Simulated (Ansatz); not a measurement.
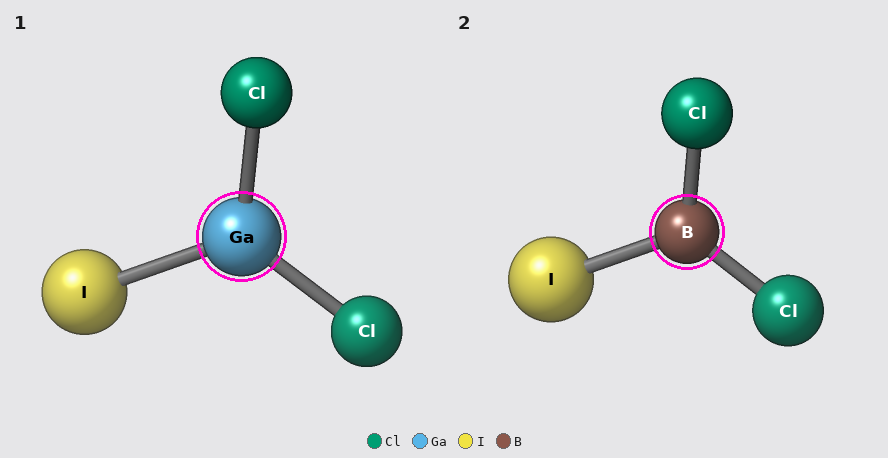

2 molecules with one skeleton, seen from the same side and at one scale; the atom that differs is circled. Charge 0, singlet. Computed geometries: PBE0-D4/def2-TZVP optimisations, one conformation each. Properties computed with Ansatz 0.2.0. Elements past Kr carry core potentials.

One atom differs, called X below: Ga in panel 1, B in panel 2. Their formulas are GaICl2 (`[Cl][Ga]([Cl])[I]`), BICl2 (`ClB(Cl)I`).

**In which is the length of X–I larger (PBE0-D4/def2-TZVP)?**

In panel 1 (X = Ga).

**In which is the HOMO energy (Kohn–Sham orbital) higher (PBE0-D4/def2-SVP)?**

In panel 2 (X = B).

Give the values. With PBE0-D4/def2-TZVP: mean length of X–Cl (Å), length of X–I (Å), angle Cl–X–Cl (°). With PBE0-D4/def2-SVP: HOMO energy (Kohn–Sham orbital) (eV), HOMO–LUMO gap (eV). With B3LYP-D4/def2-TZVPP: dipole moment (D).

| quantity | 1 (Ga) | 2 (B) | 2 − 1 |
| --- | --- | --- | --- |
| mean length of X–Cl (Å) | 2.120 | 1.734 | −0.386 |
| length of X–I (Å) | 2.450 | 2.118 | −0.332 |
| angle Cl–X–Cl (°) | 118.1 | 120.0 | +1.9 |
| HOMO energy (Kohn–Sham orbital) (eV) | −8.20 | −7.79 | +0.41 |
| HOMO–LUMO gap (eV) | 6.13 | 6.02 | −0.11 |
| dipole moment (D) | 0.98 | 0.08 | −0.90 |
